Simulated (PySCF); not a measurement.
# CH3FGe: what the fields show

```
atom    x (Å)    y (Å)    z (Å)
   C   0.4653  -0.5303   0.9790
   F   0.6509   1.7900  -0.5634
  Ge   1.5079   0.2207  -0.5539
   H   0.7658  -1.5502   1.2311
   H   0.6027   0.1149   1.8537
   H  -0.6012  -0.5153   0.7299
```

Geometry: B3LYP-D3(BJ)/6-311G**.

The calculation used PySCF, Gaussian-basis quantum chemistry of an isolated molecule with PySCF, energy and nuclear gradient, functional PBE0.

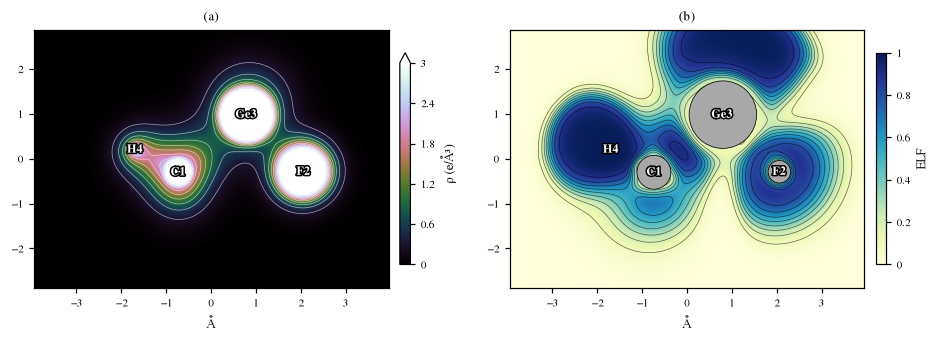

Figure 1. (a) total electron density; (b) electron localisation function on the plane of atoms C1, Ge3 and F2. Grey discs cover the atomic cores in the ELF map.

**Interpret the plot.**

The section cuts through C, F, Ge and H sites. Ge–F (1.79 Å): the density is about 0.87 e/Å³ at the midpoint; the ELF peaks at about 0.80 in the valence shell of F, 0.5 Å from its nucleus, and is about 0.25 at the midpoint. C–Ge (2.00 Å): ρ at the midpoint is about 0.83 e/Å³; the ELF peaks at about 0.90 in the valence shell of C, 0.8 Å from its nucleus, and is about 0.70 at the midpoint. C–H (1.09 Å): ρ is about 2 e/Å³ halfway; the ELF climbs to about 1 towards the hydrogen, as it does in any bond to H; an ordinary covalent bond to hydrogen. The ELF also peaks beside F2, away from the bonds: lone-pair regions.

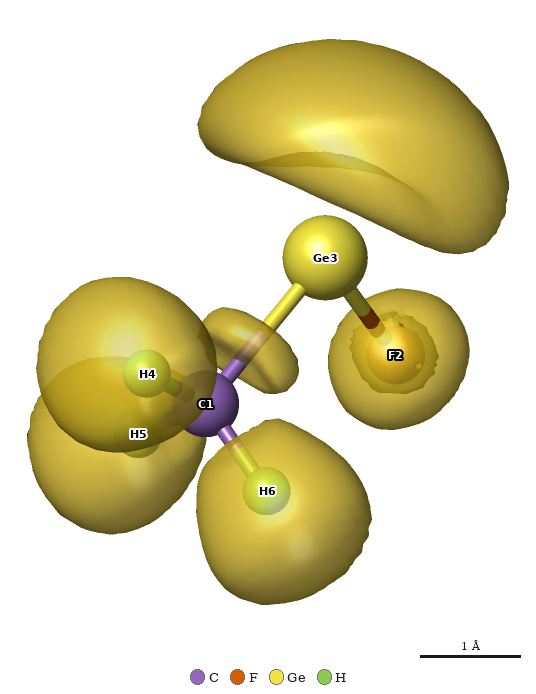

Figure 2. Isosurface of the electron localisation function at 0.8 (yellow), seen at an oblique angle. Core shells and regions of very low density are left out.

**Identify the bonds, lone pairs and shells in this picture.**

At this value the surface marks out three regions around hydrogen nuclei, one lobe of the valence shell of C pointing towards Ge (polar bonds), one lobe on Ge, pointing away from the bonds (lone pairs) and one region wrapped around F (its valence shell).

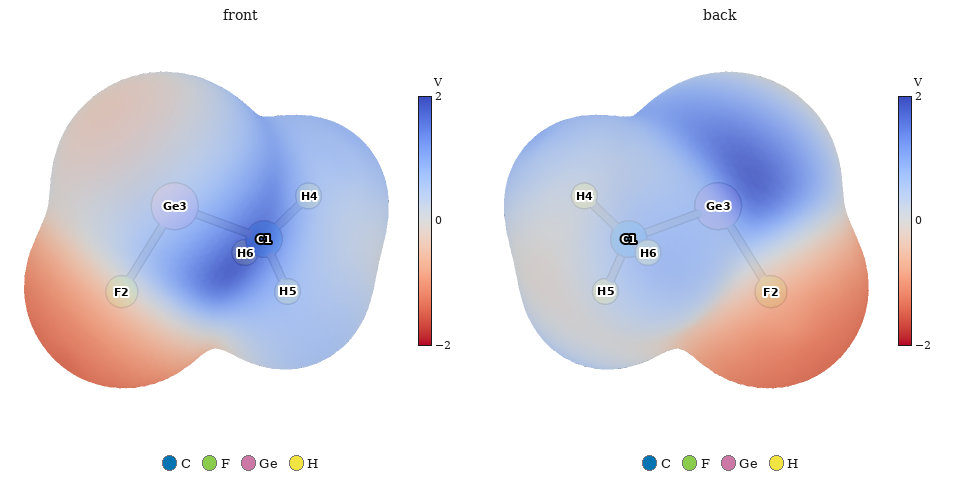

Figure 3. The electrostatic potential painted on the density surface at 0.001 e/bohr³, seen from the front and from behind; the colour scale runs from red (negative) to blue (positive).

**Which sites attract a positive test charge, and which a negative one?**

A positive charge is drawn to the negative regions and a negative charge to the positive ones. The most negative region (about −1.3 V) lies over F2, the most positive (about +1.8 V) over Ge3.
